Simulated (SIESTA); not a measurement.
Band structure of ScZnPd (Cmcm, 6 atoms in the cell).

```
CELL_PARAMETERS angstrom
      2.14653    -4.55886     0.00000
      2.14653     4.55886     0.00000
      0.00000     0.00000     5.25138
ATOMIC_POSITIONS crystal
  Sc 0.70683 0.29317 0.75000
  Sc 0.29317 0.70683 0.25000
  Zn 0.00000 0.00000 0.00000
  Zn 0.00000 0.00000 0.50000
  Pd 0.40354 0.59646 0.75000
  Pd 0.59646 0.40354 0.25000
```

Computed with GGA PBEsol, numerical atomic orbitals DZP, PseudoDojo PBEsol standard norm-conserving potentials (rewritten from UPF to PSML) (SIESTA).

Settings: XC.functional = GGA; XC.authors = PBEsol; potentials = PseudoDojo PBEsol standard; PAO.BasisSize = DZP; PAO.EnergyShift = 0.01 Ry; MeshCutoff = 350 Ry; kgrid.MonkhorstPack = 5 5 4; OccupationFunction = MP; OccupationMPOrder = 0; ElectronicTemperature = 580.23 K; MaxSCFIterations = 150; SCF.Mixer.Method = Broyden; SCF.Mixer.Weight = 0.2; SCF.Mixer.History = 8.

The starting cell comes from a database of computed structures (which also holds hypothetical and non-ambient phases and stackings), without a prior relaxation at this level. Spin polarisation is off. Values carry the incompleteness of an atom-centred basis.

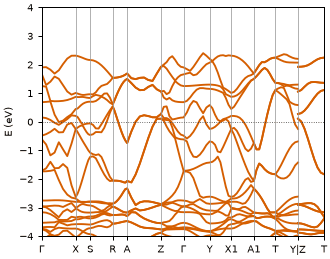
*Bands along the path, energies from the Fermi level.*

Levels in eV from the Fermi level, bands 46 to 51:
```tsv
point	46	47	48	49	50	51
Γ	-1.74	-1.72	-0.62	-0.49	0.15	0.68
X	-2.69	-2.63	-0.26	-0.26	0.20	0.45
S	-2.79	-1.23	-1.08	-0.46	-0.06	0.70
R	-2.86	-2.06	-2.06	0.54	0.54	0.61
A	-2.33	-2.07	-2.07	-0.74	-0.74	1.50
Z	-2.88	0.11	0.11	0.27	0.27	1.06
Y	-2.62	-1.43	-0.69	-0.25	0.58	1.15
X1	-2.69	-2.63	-0.26	-0.26	0.20	0.45
A1	-2.33	-2.07	-2.07	-0.74	-0.74	1.50
T	-3.17	-1.84	-1.84	1.11	1.11	1.36
```

Bands cross the Fermi level along this path, so the cell is metallic at this level.

Higher empty bands are left out: an atom-centred basis made for the valence describes them poorly.
